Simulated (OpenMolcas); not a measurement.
CO2: excited-state calculation (part 3 of 4)

Continued. System: CO2, SMILES O=C=O. Method: NEVPT2/ANO-RCC-VDZ, DKH2 (OpenMolcas 26.06). The geometry comes from this level: PBE0-D4/def2-TZVP.

Geometry of the input (Å):
```
O  0.3716  -1.0919  0.0882
C  0.0001  0.0001  0.0001
O  -0.3718  1.0918  -0.0883
```

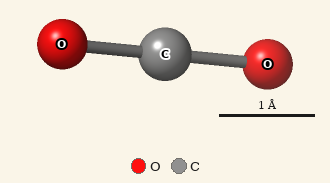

The structure as given in the input (ball-and-stick view, seen at a tilt).

The program's output, continued
```
--------------------------------------------------------------------------------------------------------------
 Report on small energy denominators, large coefficients, and large energy contributions.
CASE  SYMM ACTIVE-MIX  NON-ACTIVE INDICES          DENOMINATOR     RHS VALUE       COEFFICIENT     CONTRIBUTION
VJTU     1  Mu1.0001  In1.008                       0.91515377      0.04778258     -0.05221263     -0.00249485
VJTIP    1  Mu1.0001  In1.008 In1.008               2.31722464     -0.10204232      0.04403644     -0.00449358
VJTIP    1  Mu1.0001  In1.010 In1.010               1.88388956     -0.11729247      0.06226080     -0.00730272
AIVX     1  Mu1.0001  In1.009 Se1.014               0.90530369      0.03565964     -0.03938970     -0.00140462
AIVX     1  Mu1.0002  In1.010 Se1.014               0.97361413      0.16405267     -0.16849865     -0.02764265
AIVX     1  Mu1.0003  In1.010 Se1.014               0.98978126      0.07886076     -0.07967493     -0.00628323
AIVX     1  Mu1.0001  In1.009 Se1.017               1.21022111     -0.03121614      0.02579375     -0.00080518
AIVX     1  Mu1.0002  In1.010 Se1.017               1.27853156      0.07594205     -0.05939787     -0.00451080
AIVX     1  Mu1.0003  In1.010 Se1.017               1.29469868      0.03647285     -0.02817092     -0.00102747
AIVX     1  Mu1.0001  In1.010 Se1.019               1.25772777      0.06711754     -0.05336412     -0.00358167
AIVX     1  Mu1.0002  In1.008 Se1.020               1.76245524      0.06036960     -0.03425312     -0.00206785
AIVX     1  Mu1.0001  In1.006 Se1.021               1.51180927     -0.07356245      0.04865855     -0.00357944
AIVX     1  Mu1.0002  In1.010 Se1.024               1.79719083     -0.05939175      0.03304699     -0.00196272
AIVX     1  Mu1.0001  In1.005 Se1.025               2.83194943      0.08261189     -0.02917139     -0.00240990
AIVX     1  Mu1.0001  In1.007 Se1.025               2.03577092      0.07539560     -0.03703540     -0.00279231
VJAIP    1  Mu1.0001  Se1.021 In1.008 In1.006       2.42696304     -0.07736503      0.03187730     -0.00246619
VJAIP    1  Mu1.0001  Se1.014 In1.009 In1.008       1.82045746      0.08758404     -0.04811101     -0.00421376
VJAIP    1  Mu1.0001  Se1.021 In1.010 In1.007       2.15561191      0.07145675     -0.03314917     -0.00236873
VJAIP    1  Mu1.0001  Se1.019 In1.010 In1.008       2.17288154      0.09224503     -0.04245286     -0.00391607
VJAIP    1  Mu1.0001  Se1.016 In1.010 In1.010       1.68940405      0.04621913     -0.02735824     -0.00126447
VJAIM    1  Mu1.0001  Se1.021 In1.008 In1.006       2.42696304      0.08727537     -0.03596073     -0.00313849
VJAIM    1  Mu1.0001  Se1.025 In1.008 In1.007       2.95092469     -0.09185539      0.03112766     -0.00285924
VJAIM    1  Mu1.0001  Se1.014 In1.009 In1.008       1.82045746      0.11224788     -0.06165916     -0.00692111
VJAIM    1  Mu1.0001  Se1.013 In1.010 In1.005       2.40206765     -0.06601644      0.02748317     -0.00181434
VJAIM    1  Mu1.0001  Se1.015 In1.010 In1.006       1.83628046      0.04711920     -0.02566013     -0.00120908
VJAIM    1  Mu1.0001  Se1.013 In1.010 In1.007       1.60588913     -0.04688859      0.02919790     -0.00136905
VJAIM    1  Mu1.0001  Se1.021 In1.010 In1.007       2.15561191     -0.11699444      0.05427435     -0.00634980
VJAIM    1  Mu1.0001  Se1.020 In1.010 In1.009       2.17596348     -0.06898696      0.03170410     -0.00218717
BVATP    1  Mu1.0001  Se1.014 Se1.014               1.85918740      0.10435438     -0.05612902     -0.00585731
BVATP    1  Mu1.0001  Se1.017 Se1.014               2.16410482      0.06334469     -0.02927062     -0.00185414
BJATP    1  Mu1.0001  In1.009 Se1.020 Se1.014       2.16057365     -0.08114542      0.03755735     -0.00304761
BJATP    1  Mu1.0001  In1.009 Se1.020 Se1.017       2.46549107     -0.07981735      0.03237381     -0.00258399
BJATP    1  Mu1.0001  In1.007 Se1.021 Se1.014       2.14022208     -0.06478086      0.03026829     -0.00196081
BJATM    1  Mu1.0001  In1.005 Se1.014 Se1.013       2.38667782     -0.06073226      0.02544636     -0.00154541
BJATM    1  Mu1.0001  In1.007 Se1.014 Se1.013       1.59049930     -0.04384846      0.02756899     -0.00120886
BJATM    1  Mu1.0001  In1.008 Se1.019 Se1.014       2.15749171      0.05924241     -0.02745893     -0.00162673
BJATM    1  Mu1.0001  In1.010 Se1.020 Se1.019       2.51299773     -0.07758837      0.03087483     -0.00239553
BJATM    1  Mu1.0001  In1.007 Se1.021 Se1.014       2.14022208      0.10890667     -0.05088569     -0.00554179
BJAIP    1  Se1.021 In1.006 Se1.025 In1.007         3.54758019     -0.09928099      0.02798555     -0.00277843
BJAIP    1  Se1.014 In1.006 Se1.021 In1.009         2.41711296     -0.07406064      0.03064012     -0.00226923
BJAIP    1  Se1.014 In1.009 Se1.014 In1.009         1.81060738      0.09682292     -0.05347538     -0.00517764
BJAIP    1  Se1.016 In1.008 Se1.019 In1.010         2.46531314      0.06279234     -0.02547033     -0.00159934
BJAIM    1  Se1.014 In1.006 Se1.020 In1.009         2.41711296      0.08245113     -0.03411141     -0.00281252
BJAIM    1  Se1.014 In1.007 Se1.024 In1.009         2.94107461     -0.08829922      0.03002277     -0.00265099
--

   (Skipping property calculation,
    use PROP keyword to activate)
--

++ NEVPT2 computation for group   2

********************************************************************************
 Multi-State initialization phase begins for group   2
--------------------------------------------------------------------------------
********************************************************************************
 Compute H0 matrices for state    2
--------------------------------------------------------------------------------
--------------------------------------------------------------------------------
 H0 matrices have been computed.

********************************************************************************
  NEVPT2 EQUATION SOLUTION
--------------------------------------------------------------------------------

  Total nr of NEVPT2 parameters:
   Before reduction:       11771
   After  reduction:       10797

 Variance of |WF0>:       0.8960868974
-----------------------------------------------------------------------------------------------------------------------------

  FINAL PC-NEVPT2 RESULT:

      Reference energy:        -187.3772000656
      E2 (Non-variational):      -0.3274149175
      E2 (Variational):          -0.3274149175
      Total energy:            -187.7046149832
      Residual norm:              0.0000000000
      Reference weight:           0.86469

      Contributions to the PC-NEVPT2 correlation energy
      Active & Virtual Only:         -0.0038175719
      One Inactive Excited:          -0.1092144002
      Two Inactive Excited:          -0.2143829454

  FINAL SC-NEVPT2 RESULT:

      Reference energy:        -187.3772000656
      E2 (Non-variational):      -0.3273861330
      E2 (Variational):          -0.3273861330
      Total energy:            -187.7045861987
      Residual norm:              0.0000000000
      Reference weight:           0.86476

      Contributions to the SC-NEVPT2 correlation energy
      Active & Virtual only:         -0.0038175756
      One Inactive Excited:          -0.1091856115
      Two Inactive Excited:          -0.2143829459

++ Denominators, etc.
--------------------------------------------------------------------------------------------------------------
 Report on small energy denominators, large coefficients, and large energy contributions.
CASE  SYMM ACTIVE-MIX  NON-ACTIVE INDICES          DENOMINATOR     RHS VALUE       COEFFICIENT     CONTRIBUTION
VJTU     1  Mu1.0002  In1.008                       0.99008629      0.06737365     -0.06804826     -0.00458466
VJTIP    1  Mu1.0001  In1.010 In1.009               1.80239399     -0.12973490      0.07197921     -0.00933822
ATVX     1  Mu1.0001  Se1.016                       0.70600263     -0.02701281      0.03826163     -0.00103355
AIVX     1  Mu1.0002  In1.006 Se1.013               0.99146606     -0.02894579      0.02919493     -0.00084507
AIVX     1  Mu1.0002  In1.009 Se1.014               0.88285741      0.17086355     -0.19353470     -0.03306803
AIVX     1  Mu1.0004  In1.010 Se1.014               1.27968509     -0.07950332      0.06212726     -0.00493932
AIVX     1  Mu1.0002  In1.008 Se1.016               1.21716659     -0.04780369      0.03927456     -0.00187747
AIVX     1  Mu1.0002  In1.009 Se1.017               1.13516354      0.06144076     -0.05412503     -0.00332548
AIVX     1  Mu1.0001  In1.009 Se1.019               1.07489508      0.05186684     -0.04825294     -0.00250273
AIVX     1  Mu1.0002  In1.010 Se1.019               1.29122572     -0.06017465      0.04660274     -0.00280430
AIVX     1  Mu1.0002  In1.009 Se1.024               1.68576859     -0.06166931      0.03658231     -0.00225601
VJAIP    1  Mu1.0001  Se1.021 In1.009 In1.007       2.05673886      0.05367606     -0.02609766     -0.00140082
VJAIP    1  Mu1.0002  Se1.014 In1.009 In1.008       1.88911083      0.06077105     -0.03216913     -0.00195495
VJAIP    1  Mu1.0001  Se1.020 In1.009 In1.009       1.92914211      0.05644250     -0.02925782     -0.00165138
VJAIP    1  Mu1.0002  Se1.019 In1.010 In1.008       2.29747914      0.06523103     -0.02839244     -0.00185207
VJAIM    1  Mu1.0002  Se1.021 In1.008 In1.006       2.55891428      0.06589516     -0.02575122     -0.00169688
VJAIM    1  Mu1.0001  Se1.013 In1.009 In1.005       2.24798545     -0.07279306      0.03238146     -0.00235715
VJAIM    1  Mu1.0001  Se1.013 In1.009 In1.007       1.49554405     -0.04167132      0.02786365     -0.00116112
VJAIM    1  Mu1.0001  Se1.021 In1.009 In1.007       2.05673886     -0.09206940      0.04476475     -0.00412146
VJAIM    1  Mu1.0002  Se1.014 In1.009 In1.008       1.88911083      0.07763931     -0.04109834     -0.00319085
VJAIM    1  Mu1.0001  Se1.019 In1.009 In1.008       1.99402753     -0.05542157      0.02779378     -0.00154038
VJAIM    1  Mu1.0002  Se1.021 In1.010 In1.007       2.36019046     -0.08144548      0.03450801     -0.00281052
VJAIM    1  Mu1.0001  Se1.016 In1.010 In1.009       1.62967816      0.04128462     -0.02533299     -0.00104586
BJATP    1  Mu1.0002  In1.009 Se1.020 Se1.014       2.21402023      0.05902611     -0.02666015     -0.00157364
BJATM    1  Mu1.0002  In1.007 Se1.021 Se1.014       2.34161698     -0.07693260      0.03285448     -0.00252758
BJAIP    1  Se1.021 In1.006 Se1.025 In1.007         3.68252533     -0.10749414      0.02919033     -0.00313779
BJAIP    1  Se1.014 In1.006 Se1.021 In1.009         2.46785253     -0.07612341      0.03084601     -0.00234810
BJAIP    1  Se1.014 In1.009 Se1.014 In1.009         1.79804908      0.09301739     -0.05173240     -0.00481201
BJAIP    1  Se1.016 In1.008 Se1.019 In1.010         2.54072656      0.06718554     -0.02644344     -0.00177662
BJAIM    1  Se1.014 In1.006 Se1.020 In1.009         2.46785253      0.08787667     -0.03560856     -0.00312916
BJAIM    1  Se1.014 In1.007 Se1.024 In1.009         3.01272188     -0.09262038      0.03074309     -0.00284744
--

   (Skipping property calculation,
    use PROP keyword to activate)
--

++ NEVPT2 computation for group   3

********************************************************************************
 Multi-State initialization phase begins for group   3
--------------------------------------------------------------------------------
********************************************************************************
 Compute H0 matrices for state    3
--------------------------------------------------------------------------------
--------------------------------------------------------------------------------
 H0 matrices have been computed.

********************************************************************************
  NEVPT2 EQUATION SOLUTION
--------------------------------------------------------------------------------

  Total nr of NEVPT2 parameters:
   Before reduction:       11771
   After  reduction:       10797

 Variance of |WF0>:       0.8474246322
-----------------------------------------------------------------------------------------------------------------------------

  FINAL PC-NEVPT2 RESULT:

      Reference energy:        -186.9351312413
      E2 (Non-variational):      -0.3122121281
      E2 (Variational):          -0.3122121281
      Total energy:            -187.2473433694
      Residual norm:              0.0000000000
      Reference weight:           0.86873

      Contributions to the PC-NEVPT2 correlation energy
      Active & Virtual Only:         -0.0067230029
      One Inactive Excited:          -0.0726185410
      Two Inactive Excited:          -0.2328705842

  FINAL SC-NEVPT2 RESULT:

      Reference energy:        -186.9351312413
      E2 (Non-variational):      -0.3122056792
      E2 (Variational):          -0.3122056792
      Total energy:            -187.2473369205
      Residual norm:              0.0000000000
      Reference weight:           0.86876

      Contributions to the SC-NEVPT2 correlation energy
      Active & Virtual only:         -0.0067230047
      One Inactive Excited:          -0.0726120913
      Two Inactive Excited:          -0.2328705832

++ Denominators, etc.
```
